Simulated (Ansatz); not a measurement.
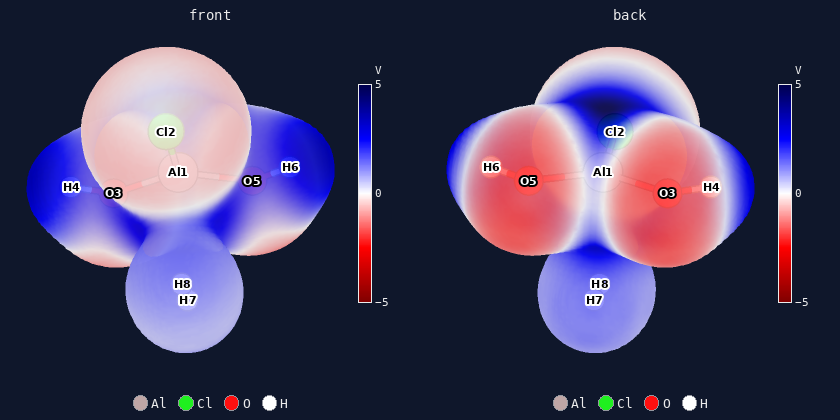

Figure 1: AlClH₂O₂···H₂. The molecular electrostatic potential painted on the density surface at 0.004 e/bohr³, seen from the front and from behind; the colour scale runs from red (negative) to blue (positive).

Computed with RKS r2SCAN-D4/6-31G* (Ansatz 0.2.0).

The calculation's input:

```
crystal:
  periodic: [false, false, false]
  atoms:
    - { symbol: Al, position_ang: [-0.026799, -0.39097, -0.066462] }
    - { symbol: Cl, position_ang: [0.068964, -0.658975, 2.108238] }
    - { symbol: O, position_ang: [1.39085, -0.372955, -0.990596] }
    - { symbol: H, position_ang: [2.246566, -0.499456, -0.565484] }
    - { symbol: O, position_ang: [-1.526044, -0.290941, -0.845398] }
    - { symbol: H, position_ang: [-2.339464, -0.333535, -0.330832] }
    - { symbol: H, position_ang: [0.059164, 2.257713, 0.70342] }
    - { symbol: H, position_ang: [0.071362, 1.755619, 1.205714] }
basis:
  gaussian: { orbitals: "6-31G*" }
hamiltonian:
  xc: r2scan
  dispersion: d4
relax:
  f_tol: 0.03
  max_steps: 50
output:
  orbitals: {}
```

Run with:

```sh
ansatz run input.yaml --threads 2 --pin off --max-ram 3072MiB --backend cpu --events-out ev --progress --plain --runs-dir out
```

The fields are those of the run's last geometry, not of the input's.

Where is the surface potential most negative and most positive?

The most negative region (about −1.8 V) lies over O3 and O5, the most positive (about +4.6 V) over Al1.
